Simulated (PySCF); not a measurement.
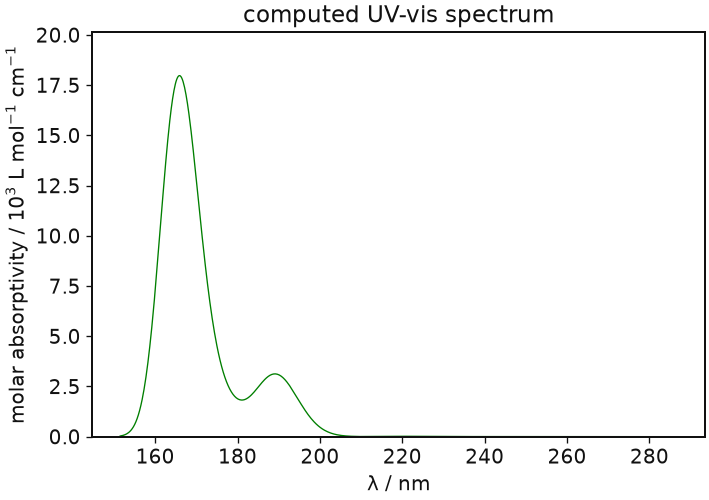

Vertical TDDFT excitations, ωB97X-D/def2-SVPD in PySCF 2.14.0, at a PBE0-D3(BJ)/def2-SVP geometry (no frequency check), gas phase. The lowest 10 singlet states are shown; each is broadened by a Gaussian of 1/e half-width 0.25 eV.

**Whose absorption spectrum is this?**
A. C₄H₅F₂PSi, SMILES Fc1c[pH]c(F)c1[SiH3]
B. C₇H₁₀NOP, SMILES C[C@@H]1C[P@]1(=N)c1ccco1
C. C₅H₁₃GaOS, SMILES CS[C@@H]1CC[O+]([GaH3-])C1, singlet

Option C. Its lowest singlet lies at 5.53 eV (f = 0.000) and the brightest of those computed is S7 at 7.36 eV (168 nm), f = 0.123, mainly HOMO−1 → LUMO+1 (70 %).

Note: one conformer of a flexible molecule; core orbitals are frozen in the response.
